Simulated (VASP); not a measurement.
Band structure of SiC (space group P6_3mc). Computed with modified Becke-Johnson potential (mBJ), VASP's PBE PAW potentials (set 64) (plane waves; VASP 6.6.1).

mBJ is a potential without an energy functional, so only the levels count.

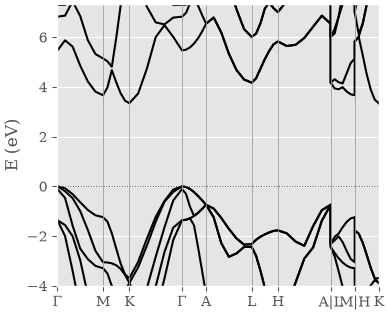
Figure. Bands along high-symmetry lines, zero at the valence-band maximum or, without a gap, the Fermi level

Problem. Read the plot: is there a gap, and where are the band edges?

Solution. The gap is indirect, 3.34 eV, from the valence maximum at Γ to the conduction minimum at K.

The structure comes from a computed database's SiC entry (P6_3mc); how it stands against other phases isn't given here. It was relaxed first. The cell's shape comes from a PBE relaxation.
